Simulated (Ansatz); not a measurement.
# Fields on a plane of BaTiO3 (tetragonal-perovskite type, space group P4mm)

```
BaTiO3
1.0
    3.98546     0.00000     0.00000
    0.00000     3.98546     0.00000
    0.00000     0.00000     4.20133
Ti Ba O
1 1 3
Direct
  0.50000   0.50000   0.45767
  0.00000   0.00000   0.94044
  0.50000   0.50000   0.88899
  0.50000   0.00000   0.40945
  0.00000   0.50000   0.40945
```

The slice is a (010) plane (indices of the conventional cell) through the point (0.000, 0.500, 0.409) (fractional), spanned by u = [100] and v = [001] in vectors of this cell: u (3.99 Å) and v (4.20 Å, at 90° to u). It covers one period; positions are fractions (u, v).

Atoms on it: Ti at (0.50, 0.05); O at (0.50, 0.48); O at (0.00, 0.00).

Level of theory: PBE (plane waves to 420 eV, PAW, scalar-relativistic; Ansatz, an electronic-structure program). k mesh 8×8×8. These are valence fields of a PAW run, semicore shells included where kept as valence: close to a nucleus they are smooth pseudo fields. BaTiO3 is run without spin polarisation. BaTiO3 was relaxed with its symmetry unable to fall.

```
|xxxxxxxx220000xxxxxxxxxxxx000022xxxxxx|
|xxxxxxxx44000000xxxxxxxx00000044xxxxxx|
|xxxxxx7766330000000000000000336677xxxx|
|88888899886633110000000011336688998888|
|99999999998866554433334455668899999999|
|99999999999988776666666677889999999999|
|8888999999999977xxxxxxxx77999999999988|
|88888899999988xxxxxxxxxxxx889999998888|
|777788999988xxxxxxxxxxxxxxxx8899998877|
|777788999988xxxxxxxxxxxxxxxx8899998877|
|888888999988xxxxxxxxxxxxxxxx8899998888|
|88888899998855xxxxxxxxxxxx558899998888|
|99999999998866xxxxxxxxxxxx668899999999|
|999999998877441100xxxx0011447788999999|
|99999988774400000000000000004477889999|
|8899887755110000xxxxxxxx00001155778899|
|xxxxxx66330000xxxxxxxxxxxx00003366xxxx|
|xxxxxxxx1100xxxxxxxxxxxxxxxx0011xxxxxx|
|xxxxxxxx0000xxxxxxxxxxxxxxxx0000xxxxxx|
|xxxxxxxx0000xxxxxxxxxxxxxxxx0000xxxxxx|
```
Scale: ten equal steps from 1.00 (start of '0') to 9.19 (end of '9'), in the order '0123456789'. Values: electrostatic potential energy of an electron, from the cell's mean, in eV. The map has 19 points along u (two characters each, u = 0 at the left) and 20 along v (v = 0 in the bottom row). Points within 0.8 Å of a nucleus are blanked (x), as the pseudised field means little there. Values under 1 eV are set to 1. The zero, the cell's mean, hangs on the PAW cores.

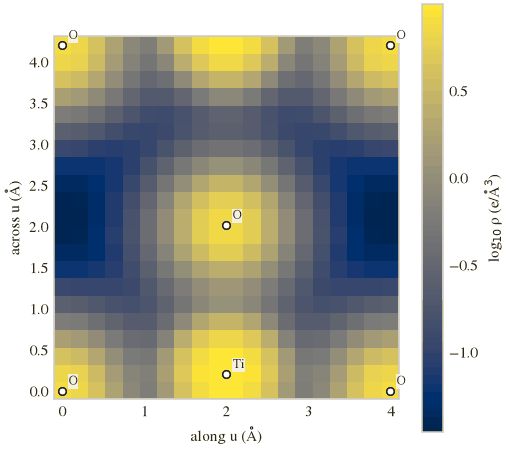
*Log₁₀ of the valence density in e/Å³, one period of the plane, atoms marked. The scale is logarithmic, as a density can span decades between atoms and voids.*

- Density on the Ti–O line (1.81 Å) at its midpoint: 1.06 e/Å³
- ELF at that point: 0.3
